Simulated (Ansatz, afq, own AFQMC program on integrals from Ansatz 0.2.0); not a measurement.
**AlBH2 (singlet): quantum Monte Carlo beside coupled cluster at distance B1–Al2 = 8.066 Å, cc-pVDZ, part 1 of 2**

Aim: compute AlBH2 (singlet) with auxiliary-field quantum Monte Carlo on the same integrals as coupled cluster, and set the energies side by side.

Program: Ansatz 0.2.0, Gaussian basis, and an in-house AFQMC program (afq) on its integrals; all values are calculated. Level of theory: cc-pVDZ, frozen cores. These are calculated values, not measurements.

To be run: PBE (unrestricted); r2SCAN (unrestricted); PBE0 (unrestricted); B3LYP (unrestricted); wB97M-V (unrestricted); B2PLYP (unrestricted); CCSD(T) on RHF; CCSDT(Q) on RHF; Phaseless AFQMC, CISD trial on RHF; Phaseless AFQMC, single-determinant trial on RHF; UHF; CCSD(T) on UHF; CCSDT(Q) on UHF; Phaseless AFQMC, CISD trial on UHF; Phaseless AFQMC, single-determinant trial on UHF.

4 further runs of the same task are left out: 4 that didn't finish.

### 1 The system

The geometry derives from a PBE0/def2-TZVP stationary point (not a proven minimum). One bond is set to the value named and the two fragments are kept rigid.

4 atoms, charge 0, spin multiplicity 1.

Atoms are counted from 1 here; the program's logs count them from 0.

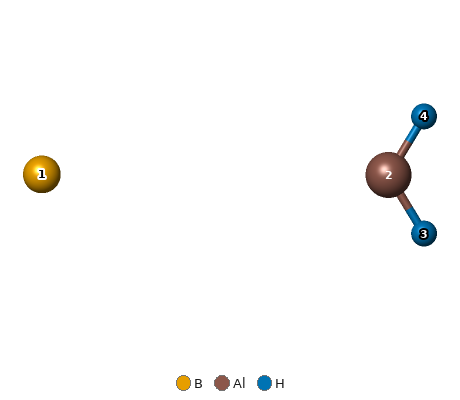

The structure; boron amber, aluminium brown, hydrogen blue; atoms are numbered from 1 in the order of the file.

### 2 PBE (unrestricted)

The input, in.yaml:

```yaml
crystal:
  periodic: [false, false, false]
  atoms:
    - {symbol: B, position_ang: [0.000000, 0.000000, 6.462854]}
    - {symbol: Al, position_ang: [0.000000, 0.000000, -1.603146]}
    - {symbol: H, position_ang: [0.000000, -1.367107, -2.429854]}
    - {symbol: H, position_ang: [0.000000, 1.367107, -2.429854]}
basis:
  gaussian: {orbitals: cc-pVDZ}
magnetization: {spin_polarized: true, initial_magnetization: 0}
hamiltonian: {xc: {name: PBE}}
output: {orbitals: {seedname: orbitals}}
```

Command:

```
$ ansatz run in.yaml --threads 1 --pin off --events-out ev --progress --plain --max-ram 1382MiB
```

Log:

```text
Functional definition: PBE
  name "PBE"
  cite "Perdew, Burke & Ernzerhof, Phys. Rev. Lett. 77, 3865 (1996) doi:10.1103/PhysRevLett.77.3865"
  parent pbe
  parameter kappa = 0.804
  parameter beta = 0.06672455060314922
  exchange = pbe_x(kappa = kappa, mu = beta*pi^2/3)
  correlation = pbe_c(beta = beta)
399 factors; integrals over basis functions are off by at most 1.1e-3 eV
mean field evaluation 1: about -7284.4759 eV, gradient 1.3e1 eV
mean field evaluation 2: about -7030.2561 eV, gradient 9.3e1 eV
mean field evaluation 4: about -7046.8777 eV, gradient 8.9e1 eV
mean field evaluation 8: about -7292.2034 eV, gradient 2.5e-1 eV
mean field evaluation 16: about -7292.2867 eV, gradient 1.1e0 eV
mean field evaluation 32: about -7293.0808 eV, gradient 2.8e-1 eV
mean field evaluation 64: about -7293.0817 eV, gradient 7.1e-4 eV
mean field evaluation 96: about -7293.0804 eV, gradient 2.4e-1 eV
mean field evaluation 128: about -7283.9383 eV, gradient 1.2e1 eV
mean field evaluation 160: about -7293.0820 eV, gradient 5.8e-5 eV
mean field evaluation 192: about -7293.0816 eV, gradient 2.6e-6 eV
mean field evaluation 224: about -7292.9716 eV, gradient 3.2e0 eV
mean field evaluation 256: about -7293.0813 eV, gradient 1.1e-1 eV
mean field -7293.08233470 eV, -268.0158323716 hartree, gradient 9.2e-6 eV, S^2 1.003598; 16 other end points of the search recorded, 0 dependent functions left out
reference -7293.08238889 eV, -268.0158343629 hartree; 10, 10 occupied and 32, 32 virtual orbitals, 399 factors
Total energy: -7293.08238889 eV, -268.0158343629 hartree
```

It took 20 s on 1 thread of Arm Neoverse V1, shared host.

From the report: ⟨S²⟩ of the determinant 1.004 (pure singlet: 0.00). The determinant is far from a pure spin state, so its energy mixes those of several spin states (harmless only where they are near-degenerate, as at dissociation).

### 3 r2SCAN (unrestricted)

in.yaml: that of step 2 with these lines changed.

```diff
@@ -10,3 +10,2 @@
 magnetization: {spin_polarized: true, initial_magnetization: 0}
-hamiltonian: {xc: {name: PBE}}
-output: {orbitals: {seedname: orbitals}}
+hamiltonian: {xc: {name: r2SCAN}}
```

The command is unchanged.

Log, cut to the lines that bear on the results:

```text
Functional definition: r2SCAN
  name "r2SCAN"
  cite "Furness, Kaplan, Ning, Perdew & Sun, J. Phys. Chem. Lett. 11, 8208 (2020) doi:10.1021/acs.jpclett.0c02405"
  cite "Furness, Kaplan, Ning, Perdew & Sun, J. Phys. Chem. Lett. 11, 9248 (2020) doi:10.1021/acs.jpclett.0c03077"
  parent r2scan
[...]
399 factors; integrals over basis functions are off by at most 1.1e-3 eV
[...]
mean field -7296.95731741 eV, -268.1582353596 hartree, gradient 1.3e-6 eV, S^2 1.007757; 14 other end points of the search recorded, 0 dependent functions left out
reference -7296.95733785 eV, -268.1582361107 hartree; 10, 10 occupied and 32, 32 virtual orbitals, 399 factors
Total energy: -7296.95733785 eV, -268.1582361107 hartree
```

Wall time 48 s (1 thread of Arm Neoverse V1, shared host).

From the report: ⟨S²⟩ of the determinant 1.008 (pure singlet: 0.00). The determinant is far from a pure spin state, so its energy mixes those of several spin states (harmless only where they are near-degenerate, as at dissociation).

### 4 PBE0 (unrestricted)

in.yaml: that of step 3 with these lines changed.

```diff
@@ -10,2 +10,3 @@
 magnetization: {spin_polarized: true, initial_magnetization: 0}
-hamiltonian: {xc: {name: r2SCAN}}
+hamiltonian: {xc: {name: PBE0}}
+output: {orbitals: {seedname: orbitals}}
```

Launched as before.

Log, cut to the lines that bear on the results:

```text
Functional definition: PBE0
  name "PBE0"
  cite "Adamo & Barone, J. Chem. Phys. 110, 6158 (1999) doi:10.1063/1.478522"
  cite "Perdew, Burke & Ernzerhof, Phys. Rev. Lett. 77, 3865 (1996) doi:10.1103/PhysRevLett.77.3865"
  parent pbe
[...]
399 factors; integrals over basis functions are off by at most 1.1e-3 eV
[...]
mean field -7294.08021758 eV, -268.0525038908 hartree, gradient 8.7e-6 eV, S^2 1.004654; 8 other end points of the search recorded, 0 dependent functions left out
reference -7294.08025820 eV, -268.0525053839 hartree; 10, 10 occupied and 32, 32 virtual orbitals, 399 factors
Total energy: -7294.08025820 eV, -268.0525053839 hartree
```

It took 12 s on 1 thread of Arm Neoverse V1, shared host.

From the report: ⟨S²⟩ of the determinant 1.005 (pure singlet: 0.00). The determinant is far from a pure spin state, so its energy mixes those of several spin states (harmless only where they are near-degenerate, as at dissociation).

### 5 B3LYP (unrestricted)

in.yaml: that of step 4 with these lines changed.

```diff
@@ -10,3 +10,2 @@
 magnetization: {spin_polarized: true, initial_magnetization: 0}
-hamiltonian: {xc: {name: PBE0}}
-output: {orbitals: {seedname: orbitals}}
+hamiltonian: {xc: {name: B3LYP}}
```

The command is unchanged.

Log, cut to the lines that bear on the results:

```text
Functional definition: B3LYP
  name "B3LYP"
  cite "Stephens, Devlin, Chabalowski & Frisch, J. Phys. Chem. 98, 11623 (1994) doi:10.1021/j100096a001"
  cite "Becke, Phys. Rev. A 38, 3098 (1988) doi:10.1103/PhysRevA.38.3098"
  cite "Lee, Yang & Parr, Phys. Rev. B 37, 785 (1988) doi:10.1103/PhysRevB.37.785"
  cite "Vosko, Wilk & Nusair, Can. J. Phys. 58, 1200 (1980) doi:10.1139/p80-159"
[...]
399 factors; integrals over basis functions are off by at most 1.1e-3 eV
[...]
mean field -7299.20818472 eV, -268.2409532073 hartree, gradient 4.6e-6 eV, S^2 1.004224; 10 other end points of the search recorded, 0 dependent functions left out
reference -7299.20850302 eV, -268.2409649046 hartree; 10, 10 occupied and 32, 32 virtual orbitals, 399 factors
Total energy: -7299.20850302 eV, -268.2409649046 hartree
```

It took 19 s on 1 thread of Arm Neoverse V1, shared host.

From the report: ⟨S²⟩ of the determinant 1.004 (pure singlet: 0.00). The determinant is far from a pure spin state, so its energy mixes those of several spin states (harmless only where they are near-degenerate, as at dissociation).

### 6 wB97M-V (unrestricted)

in.yaml: that of step 5 with these lines changed.

```diff
@@ -10,2 +10,3 @@
 magnetization: {spin_polarized: true, initial_magnetization: 0}
-hamiltonian: {xc: {name: B3LYP}}
+hamiltonian: {xc: {name: wB97M-V}}
+output: {orbitals: {seedname: orbitals}}
```

The command is unchanged.

Log, cut to the lines that bear on the results:

```text
Functional definition: wB97M-V
  name "wB97M-V"
  cite "Mardirossian & Head-Gordon, J. Chem. Phys. 144, 214110 (2016) doi:10.1063/1.4952647"
  cite "Becke, J. Chem. Phys. 107, 8554 (1997) doi:10.1063/1.475007"
  cite "Vydrov & Van Voorhis, J. Chem. Phys. 133, 244103 (2010) doi:10.1063/1.3521275"
  # Of w^i u^j: cxij and so on, Table III.
[...]
  gx(w, u) = 1 - cx + cx01*u + cx10*w
  gss(w, u) = css00 + css04*u^4 + css10*w + css20*w^2 + css43*w^4*u^3
  gos(w, u) = cos00 + cos10*w + (cos20 + cos21*u)*w^2 + (cos60 + cos61*u)*w^6
[...]
      + integral(e_c_pw_mod_opposite_spin*gos(b97_w_opposite, b97_u_opposite)) + vv10(b, c)
399 factors; integrals over basis functions are off by at most 1.1e-3 eV
152 factors; integrals over basis functions are off by at most 2.1e-5 eV
[...]
mean field -7297.28586358 eV, -268.1703092087 hartree, gradient 5.6e-6 eV, S^2 1.001459; 8 other end points of the search recorded, 0 dependent functions left out
reference -7297.28592156 eV, -268.1703113392 hartree; 10, 10 occupied and 32, 32 virtual orbitals, 399 factors
Total energy: -7297.28592156 eV, -268.1703113392 hartree
```

Run time: 89 s. Hardware: 1 thread of Arm Neoverse V1, shared host.

From the report: ⟨S²⟩ of the determinant 1.001 (pure singlet: 0.00). The determinant is far from a pure spin state, so its energy mixes those of several spin states (harmless only where they are near-degenerate, as at dissociation).

### 7 B2PLYP (unrestricted)

in.yaml: that of step 6 with these lines changed.

```diff
@@ -10,3 +10,3 @@
 magnetization: {spin_polarized: true, initial_magnetization: 0}
-hamiltonian: {xc: {name: wB97M-V}}
-output: {orbitals: {seedname: orbitals}}
+hamiltonian: {xc: {name: B2PLYP}}
+correlation: {electrons: outside_noble_gas}
```

Launched as before.

Log, cut to the lines that bear on the results:

```text
Functional definition: B2PLYP
  name "B2PLYP"
  cite "Grimme, J. Chem. Phys. 124, 034108 (2006) doi:10.1063/1.2148954"
  cite "Becke, Phys. Rev. A 38, 3098 (1988) doi:10.1103/PhysRevA.38.3098"
  cite "Lee, Yang & Parr, Phys. Rev. B 37, 785 (1988) doi:10.1103/PhysRevB.37.785"
[...]
399 factors; integrals over basis functions are off by at most 1.1e-3 eV
[...]
mean field -7293.42687368 eV, -268.0284939453 hartree, gradient 6.1e-12 eV, S^2 1.006918; 8 other end points of the search recorded, 0 dependent functions left out
6 core orbitals not correlated: weight in the atoms' cores, before any rotation towards them, 1.000 or more for the frozen orbitals, at most 0.000 for the correlated occupied ones
reference -7293.42707517 eV, -268.0285013502 hartree; 4, 4 occupied and 32, 32 virtual orbitals, 399 factors
second order -3.24196043 eV of doubles, -0.00000000 eV of singles
Total energy: -7294.30240449 eV, -268.0606691092 hartree
```

Wall time 23 s (1 thread of Arm Neoverse V1, shared host).

From the report: ⟨S²⟩ of the determinant 1.007 (pure singlet: 0.00). The determinant is far from a pure spin state, so its energy mixes those of several spin states (harmless only where they are near-degenerate, as at dissociation).

### 8 CCSD(T) on RHF

in.yaml: that of step 7 with these lines changed.

```diff
@@ -9,4 +9,3 @@
   gaussian: {orbitals: cc-pVDZ}
-magnetization: {spin_polarized: true, initial_magnetization: 0}
-hamiltonian: {xc: {name: B2PLYP}}
-correlation: {electrons: outside_noble_gas}
+magnetization: {spin_polarized: false}
+correlation: {method: ccsd_t, electrons: outside_noble_gas, hamiltonian_folder: ham}
```

Same command.

Log, cut to the lines that bear on the results:

```text
Functional definition: HF
  name "HF"
  cite "Fock, Z. Phys. 61, 126 (1930) doi:10.1007/BF01340294"
  parent pbe
[...]
399 factors; integrals over basis functions are off by at most 1.1e-3 eV
[...]
mean field -7276.33396178 eV, -267.4003410190 hartree, gradient 2.0e-6 eV, S^2 0.000000; 8 other end points of the search recorded, 0 dependent functions left out; unrestricted orbitals would lower it
[...]
determinant -7276.33396178 eV, -267.4003410190 hartree, with singles and doubles -7282.87663223 eV, -267.6407797232 hartree
determinant -7276.29157120 eV, -267.3987831939 hartree, with singles and doubles -7282.86111747 eV, -267.6402095664 hartree
determinant -7273.87943847 eV, -267.3101389511 hartree, with no singles and doubles
determinant -7276.33396178 eV, -267.4003410190 hartree, with singles and doubles -7283.68267418 eV, -267.6704012188 hartree
determinant -7276.29157120 eV, -267.3987831939 hartree, with singles and doubles -7283.67961582 eV, -267.6702888260 hartree
[...]
unrestricted determinant -7280.56435439 eV, -267.5558050800 hartree, S^2 1.0109
6 core orbitals not correlated: weight in the atoms' cores, before any rotation towards them, 1.000 or more for the frozen orbitals, at most 0.000 for the correlated occupied ones
reference -7276.33396178 eV, -267.4003410190 hartree; 4, 4 occupied and 32, 32 virtual orbitals, 399 factors
second order -6.94354218 eV of doubles, -0.00000000 eV of singles
cycle   1  -4.42874669 eV  change    -1.5e0 eV  update   1.7e-1
[...]
cycle  19  -7.34871093 eV  change    1.1e-6 eV  update   1.7e-6
perturbative correction -0.86668002 eV, -0.0318499032 hartree
WARN: these amplitudes may be one of several solutions (largest doubles amplitude 0.90, level shift 9.44 eV)
Total energy: -7284.54935273 eV, -267.7022510679 hartree
```

Wall time 4.7 s (1 thread of Arm Neoverse V1, shared host).

From the report: correlation -8.2154 eV; T1 0.061; largest double amplitude 0.90. The report flags that the cluster equations may have other roots.

This run also writes the integrals to the folder ham.

### 9 CCSDT(Q) on RHF

in.yaml: that of step 8 with these lines changed.

```diff
@@ -10,2 +10,2 @@
 magnetization: {spin_polarized: false}
-correlation: {method: ccsd_t, electrons: outside_noble_gas, hamiltonian_folder: ham}
+correlation: {method: ccsdt_q, electrons: outside_noble_gas}
```

The command is unchanged.

Log, cut to the lines that bear on the results:

```text
Functional definition: HF
  name "HF"
  cite "Fock, Z. Phys. 61, 126 (1930) doi:10.1007/BF01340294"
  parent pbe
[...]
721 factors; integrals over basis functions are off by at most 1.6e-7 eV
[...]
mean field -7276.33398805 eV, -267.4003419847 hartree, gradient 2.3e-6 eV, S^2 0.000000; 8 other end points of the search recorded, 0 dependent functions left out; unrestricted orbitals would lower it
[...]
determinant -7276.33398805 eV, -267.4003419847 hartree, with singles and doubles -7282.87666613 eV, -267.6407809693 hartree
determinant -7276.29159685 eV, -267.3987841366 hartree, with singles and doubles -7282.86115311 eV, -267.6402108763 hartree
determinant -7273.87946529 eV, -267.3101399368 hartree, with no singles and doubles
determinant -7276.33398805 eV, -267.4003419847 hartree, with singles and doubles -7283.68269729 eV, -267.6704020680 hartree
determinant -7276.29159685 eV, -267.3987841366 hartree, with singles and doubles -7283.67965285 eV, -267.6702901867 hartree
[...]
unrestricted determinant -7280.56439025 eV, -267.5558063980 hartree, S^2 1.0109
6 core orbitals not correlated: weight in the atoms' cores, before any rotation towards them, 1.000 or more for the frozen orbitals, at most 0.000 for the correlated occupied ones
reference -7276.33398805 eV, -267.4003419847 hartree; 4, 4 occupied and 32, 32 virtual orbitals, 721 factors
second order -6.94360705 eV of doubles, -0.00000000 eV of singles
cycle   1  -4.42876960 eV  change    -1.5e0 eV  update   1.7e-1
[...]
cycle  28  -7.92497553 eV  change    5.2e-8 eV  update   8.8e-8
perturbative correction -0.01422249 eV, -0.0005226667 hartree
WARN: these amplitudes may be one of several solutions (largest doubles amplitude 1.01, level shift 9.44 eV)
Total energy: -7284.27318607 eV, -267.6921021305 hartree
```

Run time: 12 s. Hardware: 1 thread of Arm Neoverse V1, shared host.

From the report: correlation -7.9392 eV; T1 0.061; largest double amplitude 1.01. The report flags that the cluster equations may have other roots.

### 10 Phaseless AFQMC, CISD trial on RHF

It reads the integrals that the CCSD(T) run on this determinant wrote.

Command:

```
$ afq ham --method phaseless --trial cisd --walkers 60 --populations 1 --least-time 40 --time-step 0.005 --steps-per-block 50 --equilibration-blocks 40 --max-blocks 300 --target-error 0.00068 --factor-cut 1e-05 --seed 1472 --release-times 0.24,0.51,0.99,1.62,2.4 --release-step 0.03 --release-every 4 --taylor-order 6
```

Log:

```text
orbitals 36  electrons 4 4  factors 228 of 399
reference energy -267.40034102 Eh
CCSD correlation -0.27005937 Eh in 14 cycles, weight of the determinant in the CISD state 0.5016
energy of the start -267.670400 Eh
 block  time / (1/Eh)  mean weight  energy / Eh
     1     0.250  0.9989  -267.664956
     2     0.500  0.9993  -267.662834
     3     0.750  1.0012  -267.664865
     4     1.000  0.9982  -267.666518
     5     1.250  0.9999  -267.672089
     6     1.500  0.9992  -267.672321
     7     1.750  0.9995  -267.674091
     8     2.000  0.9997  -267.686874
     9     2.250  1.0007  -267.680763
    10     2.500  0.9992  -267.673215
    17     4.250  1.0003  -267.687571
    25     6.250  0.9991  -267.690923
    33     8.250  1.0001  -267.683309
    41    10.250  1.0006  -267.689279
    49    12.250  1.0004  -267.676885
    57    14.250  0.9998  -267.684961
    65    16.250  1.0010  -267.670132
    73    18.250  1.0019  -267.679643
    81    20.250  0.9989  -267.689394
    89    22.250  0.9982  -267.683725
    97    24.250  1.0011  -267.682298
   105    26.250  0.9979  -267.685993
   113    28.250  0.9983  -267.686713
   121    30.250  1.0014  -267.679328
   129    32.250  1.0007  -267.702201
   137    34.250  1.0003  -267.670312
   145    36.250  1.0007  -267.673308
   153    38.250  0.9991  -267.670520
   161    40.250  1.0003  -267.667153
   169    42.250  1.0002  -267.682561
   177    44.250  0.9995  -267.683604
   185    46.250  0.9999  -267.693227
   193    48.250  1.0007  -267.675827
   201    50.250  1.0003  -267.677854
   209    52.250  1.0001  -267.686780
   217    54.250  0.9993  -267.686563
   225    56.250  0.9987  -267.691586
   233    58.250  1.0001  -267.676612
   241    60.250  1.0027  -267.692644
   249    62.250  1.0000  -267.668227
   257    64.250  1.0017  -267.666678
   265    66.250  1.0026  -267.680493
   273    68.250  1.0013  -267.703051
   281    70.250  1.0007  -267.708467
   289    72.250  1.0016  -267.698771
   297    74.250  0.9986  -267.671533
   305    76.250  0.9993  -267.713846
   313    78.250  1.0024  -267.676418
   321    80.250  0.9991  -267.690568
   329    82.250  0.9972  -267.667638
   337    84.250  0.9993  -267.670538
blocks merged  error / Eh  count
     1  0.000610  300
     2  0.000719  150
     4  0.000852  75
     8  0.000881  37
    16  0.001059  18
    32  0.001033  9
released: time / (1/Eh)  energy / Eh  error  mean overlap
  0.24  -267.684590  0.001249  1.0020
  0.51  -267.685731  0.001355  1.0050
  0.99  -267.686707  0.001558  0.9976
  1.62  -267.688835  0.002029  0.9973
  2.40  -267.687968  0.002411  0.9806
energy -267.683554 +/- 0.001059 Eh
```

It took 2.7 min on 1 thread of Arm Neoverse V1, shared host.

Energy -7284.0406 ± 0.0288 eV. Caveats: constraint bias not in the error; error above the target; other roots.

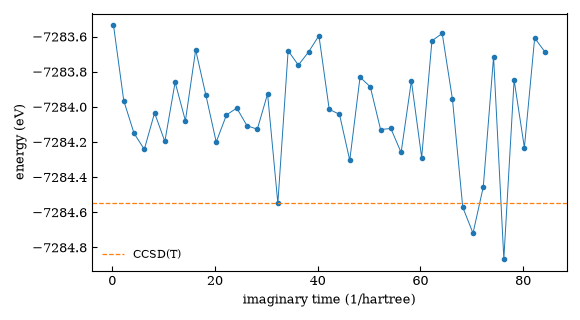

Block energies along the walk.

### 11 Phaseless AFQMC, single-determinant trial on RHF

It reads the integrals that the CCSD(T) run on this determinant wrote.

Command:

```
$ afq ham --method phaseless --trial hf --walkers 120 --populations 1 --least-time 40 --time-step 0.005 --steps-per-block 20 --equilibration-blocks 160 --max-blocks 600 --target-error 0.00204 --factor-cut 1e-05 --seed 6723 --taylor-order 6
```

Log:

```text
orbitals 36  electrons 4 4  factors 228 of 399
reference energy -267.40034102 Eh
CCSD correlation -0.27005937 Eh in 14 cycles, weight of the determinant in the CISD state 0.5016
energy of the start -267.400341 Eh
 block  time / (1/Eh)  mean weight  energy / Eh
     1     0.100  0.9991  -267.423015
     2     0.200  1.0008  -267.441569
     3     0.300  1.0020  -267.455685
     4     0.400  0.9997  -267.468142
     5     0.500  0.9999  -267.481891
     6     0.600  1.0010  -267.490619
     7     0.700  1.0008  -267.500037
     8     0.800  1.0001  -267.516570
     9     0.900  1.0007  -267.527825
    10     1.000  1.0013  -267.553531
    20     2.000  1.0000  -267.560866
    39     3.900  0.9995  -267.590184
    58     5.800  0.9996  -267.615712
    77     7.700  1.0002  -267.616426
    96     9.600  0.9992  -267.586538
   115    11.500  1.0025  -267.655479
   134    13.400  1.0005  -267.587326
   153    15.300  0.9995  -267.593883
   172    17.200  1.0005  -267.636796
   191    19.100  0.9994  -267.709339
   210    21.000  1.0011  -267.589366
   229    22.900  1.0009  -267.628753
   248    24.800  0.9974  -267.600555
   267    26.700  0.9995  -267.616725
   286    28.600  0.9999  -267.610910
   305    30.500  1.0002  -267.602835
   324    32.400  1.0002  -267.628963
   343    34.300  0.9948  -267.656670
   362    36.200  1.0000  -267.574726
   381    38.100  1.0005  -267.617685
   400    40.000  0.9989  -267.615587
   419    41.900  1.0011  -267.592213
   438    43.800  1.0006  -267.598431
   457    45.700  0.9994  -267.654212
   476    47.600  0.9998  -267.647245
   495    49.500  0.9982  -267.579660
   514    51.400  1.0001  -267.593443
   533    53.300  1.0016  -267.586893
   552    55.200  0.9989  -267.594872
   571    57.100  0.9996  -267.584210
   590    59.000  1.0005  -267.586743
   609    60.900  1.0004  -267.617757
   628    62.800  1.0004  -267.571177
   647    64.700  1.0008  -267.624947
   666    66.600  0.9997  -267.647144
   685    68.500  1.0005  -267.583901
   704    70.400  0.9996  -267.640027
   723    72.300  1.0001  -267.586604
   742    74.200  1.0007  -267.601817
blocks merged  error / Eh  count
     1  0.001299  600
     2  0.001651  300
     4  0.002188  150
     8  0.002681  75
    16  0.003072  37
    32  0.003485  18
    64  0.004330  9
energy -267.611895 +/- 0.003485 Eh
```

Run time: 2.1 min. Hardware: 1 thread of Arm Neoverse V1, shared host.

Energy -7282.0906 ± 0.0948 eV. Caveats: constraint bias not in the error; error above the target; other roots. The error still grows with block length (0.0836 to 0.1178 eV), so the bar may be too small.

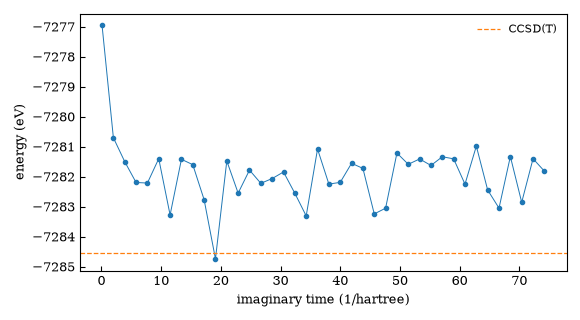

Block energies along the walk.

(Continued in part 2 of 2.)
